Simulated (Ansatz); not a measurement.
# Se₃Zn₃: what the fields show

Input file:

```
crystal:
  periodic: [false, false, false]
  atoms:
    - {symbol: Zn, position_ang: [0.282702, 1.239800, 1.044227]}
    - {symbol: Zn, position_ang: [1.261744, -0.788308, -0.700377]}
    - {symbol: Zn, position_ang: [-1.544795, -0.451992, -0.342732]}
    - {symbol: Se, position_ang: [2.480360, 0.728079, 0.546847]}
    - {symbol: Se, position_ang: [-0.453377, -1.988316, -1.680118]}
    - {symbol: Se, position_ang: [-2.026634, 1.260727, 1.132163]}
basis:
  gaussian: {orbitals: def2-TZVP, initial_orbitals: start.molden}
hamiltonian: {xc: pbe0, dispersion: d4}
scf: {omitted_lower_state_checks: [starts]}
output: {orbitals: {seedname: orbitals}}
```

Run with:

```sh
ansatz run in.yaml --threads 4 --pin off --events-out ev --progress --plain --max-ram 4787MiB
```

Geometry: PBE-D4/def2-SVP.

The calculation used RKS PBE0-D4/def2-TZVP in Ansatz 0.2.0.

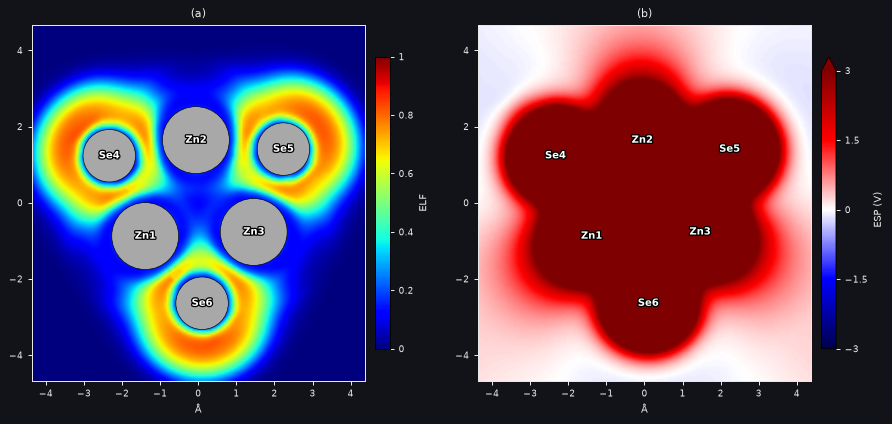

Figure 1. (a) ELF; (b) molecular electrostatic potential on the molecular plane. Grey discs cover the atomic cores in the ELF map.

Question: Read the bonding off the picture.

Answer: The plane passes through Zn and Se nuclei. Zn–Se (2.31 Å): the ELF peaks at about 0.70 in the valence shell of Se, 1.0 Å from its nucleus, and is about 0.60 at the midpoint. The ELF also peaks beside Se6, Se4 and Se5, away from the bonds: lone-pair regions. The potential has no marked negative region in this plane.

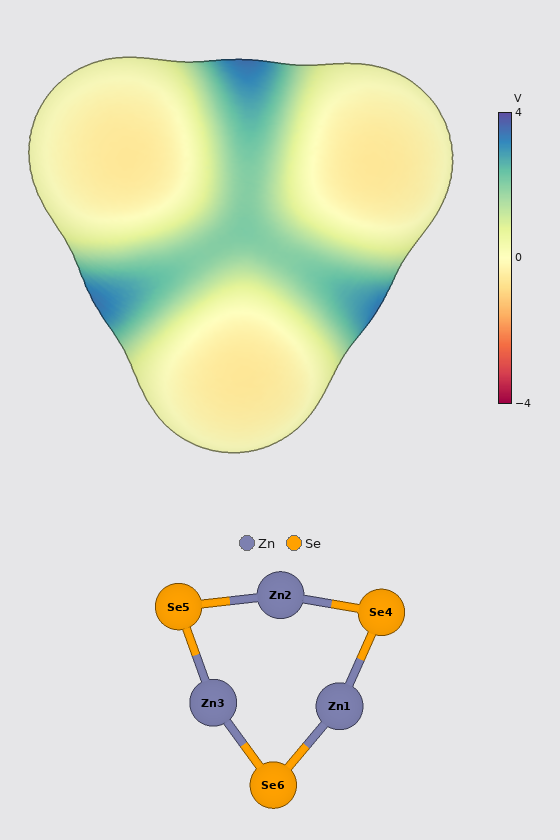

Figure 2. The electrostatic potential painted on the density surface at 0.004 e/bohr³, seen across its widest extent; the colour scale runs from red (negative) to blue (positive). The bare structure is drawn below in the same view.

Question: Which sites attract a positive test charge, and which a negative one?

Answer: A positive charge is drawn to the negative regions and a negative charge to the positive ones. The most negative region (about −0.6 V) lies over Se4, Se5 and Se6, the most positive (about +3.4 V) over Zn1, Zn2 and Zn3.

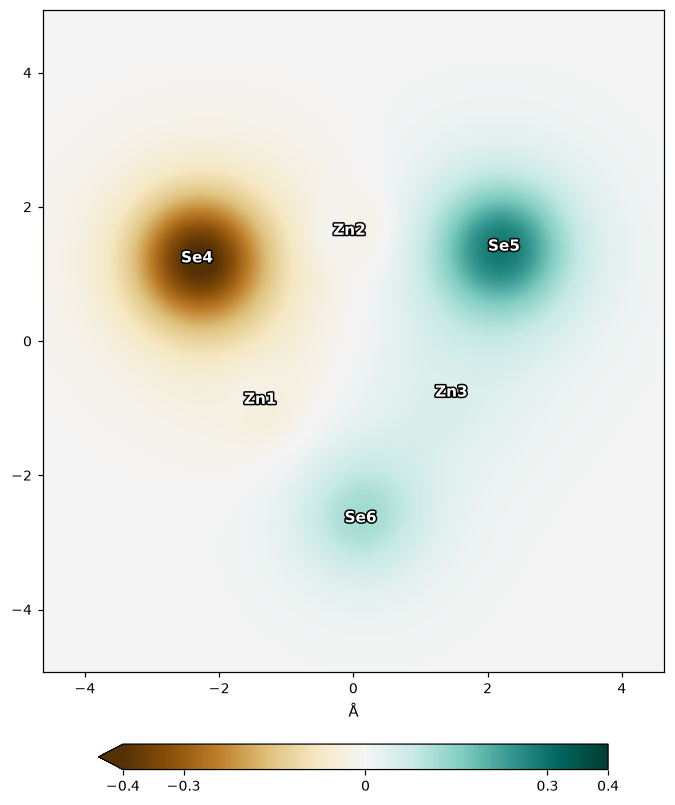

Figure 3. The HOMO on a plane 0.8 Å above the molecular plane (values in Å⁻³ᐟ²; the overall sign is arbitrary).

Question: What is the character of this orbital?

Answer: By Hirshfeld shares it lies mainly on Se4 (about 55 %) and Se5 (about 25 %); it changes sign across the molecular plane (π type). It is one of a degenerate set, so its orientation is arbitrary. Its energy is −7.00 eV.

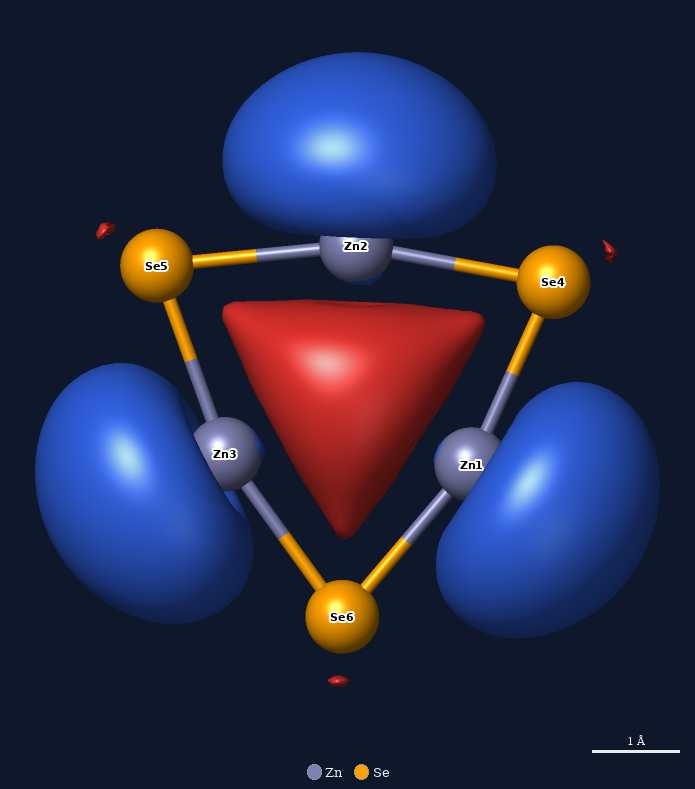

Figure 4. The LUMO at ±0.08 Å⁻³ᐟ² (blue and red are the two phases), seen across its widest extent.

Question: Where does this orbital lie, and at what energy?

Answer: It lies mainly on Zn1 (about 25 %), Zn2 (about 25 %), Zn3 (about 25 %), Se4 (about 5 %), Se5 (about 5 %) and Se6 (about 5 %); it is symmetric in the molecular plane (an in-plane orbital: σ, lone-pair or in-plane π type). Its energy is −2.38 eV.
